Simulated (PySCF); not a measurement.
## Run report: Si$_{3}$H$_{5}$Cl$_{3}$O$_{3}$, core-level calculation

Si$_{3}$H$_{5}$Cl$_{3}$O$_{3}$, SMILES O[SiH2]O[SiH2]O[Si](Cl)(Cl)Cl, computed with delta-SCF UKS SCAN, pcX-2 on the ionised atom, pcseg-1 elsewhere, spin-free X2C (PySCF 2.14.0).

Figures and captions count atoms from 1; the log counts them from 0 in places.

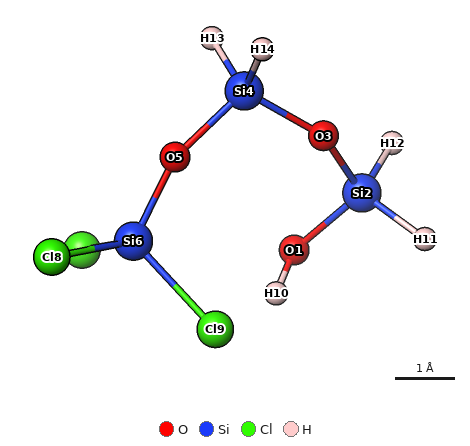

*The input geometry (ball-and-stick view, seen at a tilt; atoms are numbered from 1 in the order of the input).*

Bond lengths as drawn: Cl–Si 2.03 to 2.06 Å, H–O 0.96 Å, H–Si 1.48 to 1.49 Å and O–Si 1.61 to 1.67 Å.

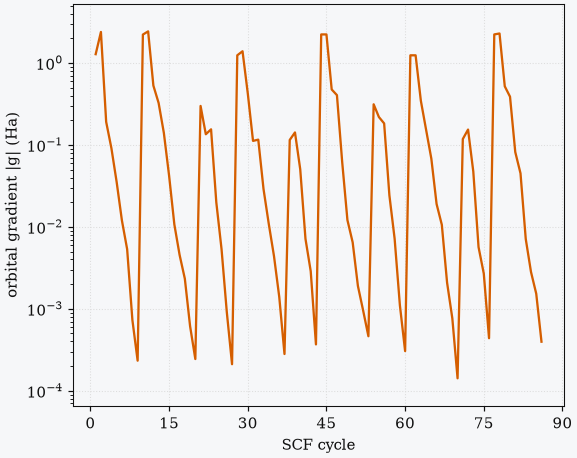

*Convergence of the self-consistent field: orbital gradient |g| against the SCF cycle.*

All cycles printed in the log are drawn one after another.

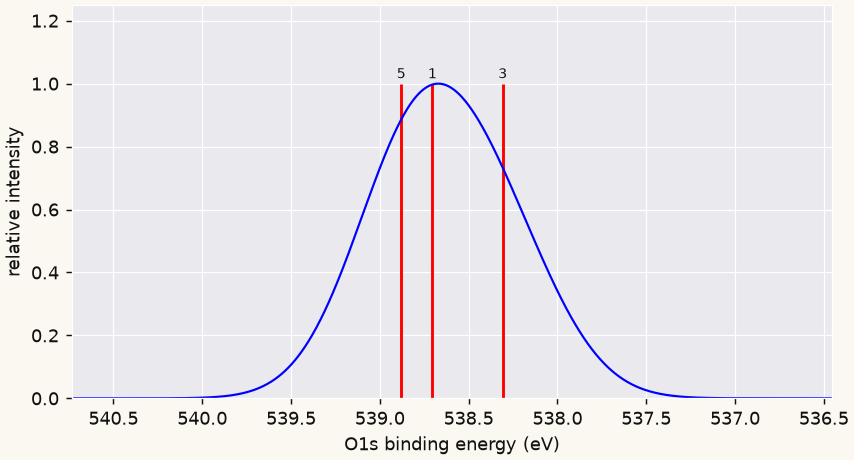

*O1s binding energies by ΔSCF of the atoms computed, labelled by atom number, with a Gaussian envelope of 0.8 eV full width.*

They run from 538.31 eV (atom 3) to 538.88 eV (atom 5).

The input and output of the run follow.

### Input
```
{"job": {"kind": "xps", "holes": 5}, "charge": 0, "multiplicity": 1}
O     -0.909973    -1.118995    -1.597955
Si    -2.086041    -0.411210    -0.674753
O     -1.438382     0.262795     0.702187
Si    -0.223309     0.188275     1.801866
O      1.239546     0.467346     1.041966
Si     2.208325     0.442348    -0.247159
Cl     2.673951    -1.463155    -0.786190
Cl     3.910955     1.473865     0.161731
Cl     1.279624     1.354202    -1.845258
H     -0.325320    -0.526029    -2.084673
H     -2.771184     0.695527    -1.395195
H     -3.015900    -1.498795    -0.284189
H     -0.142554    -1.155184     2.431177
H     -0.406120     1.273495     2.792461
```

The first line tells a small driver script what to run in PySCF; the rest is the geometry in Å.

Launch command:
```bash
OMP_NUM_THREADS=1 python <driver script> task.json out
```

### The program's output
```
ground state, core basis on atom 0 (O), 206 functions
  cycle   1  E = -2483.37237638  |g| = 1.28e+00
  cycle   2  E = -2482.57272775  |g| = 2.39e+00
  cycle   3  E = -2483.66826772  |g| = 1.91e-01
  cycle   4  E = -2483.67548242  |g| = 9.11e-02
  cycle   5  E = -2483.67749643  |g| = 3.52e-02
  cycle   6  E = -2483.67774556  |g| = 1.20e-02
  cycle   7  E = -2483.67776947  |g| = 5.34e-03
  cycle   8  E = -2483.67777902  |g| = 7.30e-04
  cycle   9  E = -2483.67777761  |g| = 2.33e-04
  E(ground) = -2483.79917093 Eh
hole in O 1s of atom 0
  cycle   1  E = -2463.06246564  |g| = 2.22e+00
[... 10 cycles left out ...]
  E(ion) = -2464.00217594 Eh   <S^2> = 0.7616   hole on atom = 1.000   binding energy = 538.704 eV
ground state, core basis on atom 1 (Si), 217 functions
[... 7 cycles left out ...]
  E(ground) = -2483.83711924 Eh
hole in Si 2p of atom 1
[... 10 cycles left out ...]
  E(ion) = -2479.85036090 Eh   <S^2> = 0.7512   hole on atom = 1.003   binding energy = 108.485 eV
  2p3/2 = 108.240 eV   2p1/2 = 108.865 eV
ground state, core basis on atom 2 (O), 206 functions
[... 6 cycles left out ...]
  E(ground) = -2483.80284293 Eh
hole in O 1s of atom 2
[... 10 cycles left out ...]
  E(ion) = -2464.02037881 Eh   <S^2> = 0.7618   hole on atom = 1.000   binding energy = 538.308 eV
ground state, core basis on atom 3 (Si), 217 functions
[... 7 cycles left out ...]
  E(ground) = -2483.83717692 Eh
hole in Si 2p of atom 3
[... 10 cycles left out ...]
  E(ion) = -2479.84147291 Eh   <S^2> = 0.7519   hole on atom = 1.003   binding energy = 108.729 eV
  2p3/2 = 108.569 eV   2p1/2 = 109.198 eV
ground state, core basis on atom 4 (O), 206 functions
[... 6 cycles left out ...]
  E(ground) = -2483.80337307 Eh
hole in O 1s of atom 4
  cycle   1  E = -2463.04153489  |g| = 2.23e+00
  cycle   2  E = -2462.39077960  |g| = 2.29e+00
  cycle   3  E = -2463.76268403  |g| = 5.19e-01
  cycle   4  E = -2463.80563405  |g| = 3.88e-01
  cycle   5  E = -2463.87864712  |g| = 8.19e-02
  cycle   6  E = -2463.88026663  |g| = 4.50e-02
  cycle   7  E = -2463.88118936  |g| = 7.12e-03
  cycle   8  E = -2463.88121149  |g| = 2.82e-03
  cycle   9  E = -2463.88121351  |g| = 1.53e-03
  cycle  10  E = -2463.88121261  |g| = 3.97e-04
  E(ion) = -2463.99991572 Eh   <S^2> = 0.7617   hole on atom = 1.000   binding energy = 538.880 eV
```

### Results in brief

| quantity | value |
| --- | --- |
| outcome | converged |
| hardware | 1 CPU thread, shared host |
| wall time | 79 s |
| peak memory | 0.79 GiB |
